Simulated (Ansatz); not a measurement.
Re (hcp, Mg type), scan of one atom of the cell

Re (hcp, Mg type)

```xyz
2
Lattice="2.7751 0.0000 0.0000 -1.3876 2.4033 0.0000 0.0000 0.0000 4.4830" Properties=species:S:1:pos:R:3 pbc="T T T"
Re     0.0000     1.6022     3.3622
Re     1.3876     0.8011     1.1207
```

In this cell atom 2 (Re, nearest neighbour Re at 2.755 Å; its periodic images, 2.8 Å or more away, move with it) is moved by s along Cartesian [110], unit vector (0.707, 0.707, 0.000); all other atoms and the cell stay fixed.

Computed with PBE (plane waves to 420 eV, PAW, scalar-relativistic; Ansatz, an electronic-structure program). k mesh 15×15×9 (Γ-centred), Fermi-Dirac smearing 0.05 eV. E stands for the smeared free energy. With partly filled bands, energies and forces of such displacements shift with the k mesh and the smearing. F⊥ is the part of the force across the line. Re is run without spin polarisation. Re was relaxed with its symmetry unable to fall. Spin-orbit coupling is left out, though Re is heavy. The zero of ΔE is the undisplaced structure.

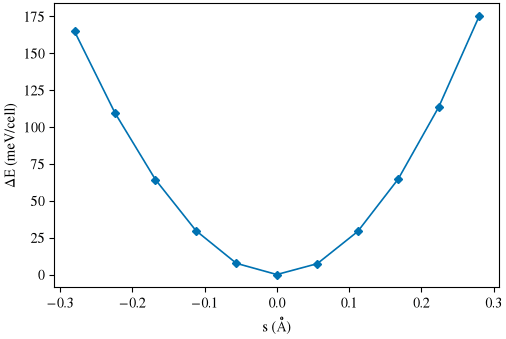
Figure: ΔE (meV/cell) against s (Å); markers are the computed points, lines only join them.

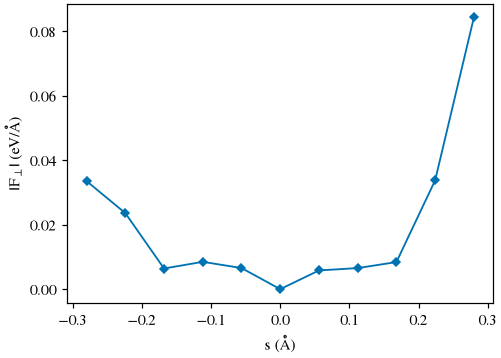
*|F⊥| (eV/Å) against s (Å); computed points joined by lines.*

The energy at s = 0.280 Å is 175 meV/cell and the force along the line at s = -0.280 Å is 1.07 eV/Å. The zone-centre optical wavenumber from k comes out as 119 cm⁻¹. Symmetry of the curve: not even: the positive side lies higher at ±0.280 Å. Harmonic estimate at the end of the scan: ½ks² = 189 meV/cell against the computed 175 meV/cell, so the well is softer than harmonic there.

With its periodic images moving along, the atom's site symmetry in this cell is -6m2.

(A displaced cell: forces are minus the slopes of the energy, force constants its curvatures, and phonons follow from these.)
